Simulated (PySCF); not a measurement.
**Single-point calculation, with input and output: SiH2OF**

SiH2OF, multiplicity 2, computed with BLYP/def2-TZVP, UKS (PySCF 2.14.0).

A bond length was changed on purpose from its optimised value.

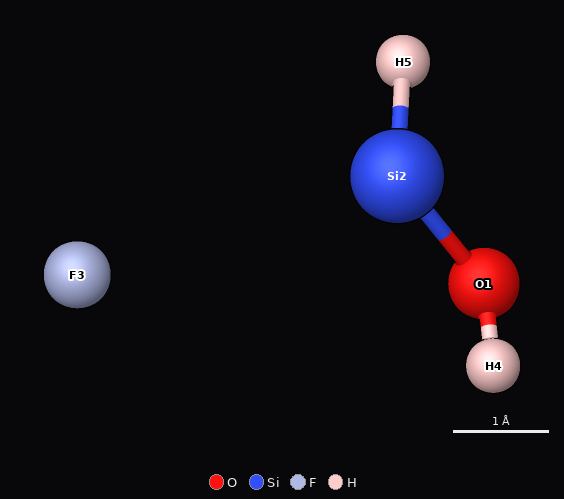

Figure 1. The structure as given in the input (ball-and-stick view, seen at a tilt; atoms are numbered from 1 in the order of the input). Sticks are drawn by distance; a stretched bond gets none, so the picture shows separate pieces. Bond lengths as drawn: H–O 0.96 Å, H–Si 1.49 Å and O–Si 1.64 Å.

## Key numbers

```json
{"quantity": "outcome", "value": "converged"}
{"quantity": "total energy", "value": "−465.735325 hartree"}
{"quantity": "basis functions", "value": "111"}
{"quantity": "⟨S²⟩", "value": "0.761"}
{"quantity": "dipole moment", "value": "6.19 D"}
{"quantity": "hardware", "value": "1 thread of Intel Xeon (Granite Rapids), 32 GiB of memory available, shared host"}
{"quantity": "wall time", "value": "54 s"}
{"quantity": "peak memory", "value": "0.78 GiB"}
```

## Input (input.py)
```python
from pyscf import gto, dft

mol = gto.M(
    atom=[
    ('O', (-0.522920, -2.565553, 0.655136)),
    ('Si', (0.376180, -1.435253, 1.424536)),
    ('F', (0.207000, 1.646500, -0.283100)),
    ('H', (-1.472220, -2.446053, 0.593436)),
    ('H', (1.781080, -1.923553, 1.335836)),
],
    max_memory=1860,
    spin=1,
    verbose=3,
    basis='def2-tzvp',
)

mf = dft.UKS(mol, xc='blyp')
mf.conv_tol = 1e-10
mf.grids.level = 5
mf.kernel()
if not mf.converged:
    mf = mf.newton().run(mf.mo_coeff, mf.mo_occ)

e_final = mf.e_tot
print('Final energy', e_final)
```

Launched with:
```bash
OMP_NUM_THREADS=1 python input.py
```

## Output
```
[file] SyntaxWarning: invalid escape sequence '\W'
  S = {(paw_set(r)[0], bool(re.search(r"spin_orbit\W+true|paw_fr", str((r.get("files") or {}).get("input") or "")) or re.search("(?i)spin.orbit\W+(value\W+)?(true|yes)|value\W+spin-orbit", json.dumps(r.get("inputs"), default=str)))) for r in records}

WARN: HOMO -0.216075505013393 >= LUMO -0.216075505013386

WARN: HOMO -0.199346020663585 >= LUMO -0.199200877472544

SCF not converged.
SCF energy = -465.73532474779 after 50 cycles  <S^2> = 0.76142035  2S+1 = 2.0113879
converged SCF energy = -465.73532474915  <S^2> = 0.76142032  2S+1 = 2.0113879
Final energy -465.7353247491502
```
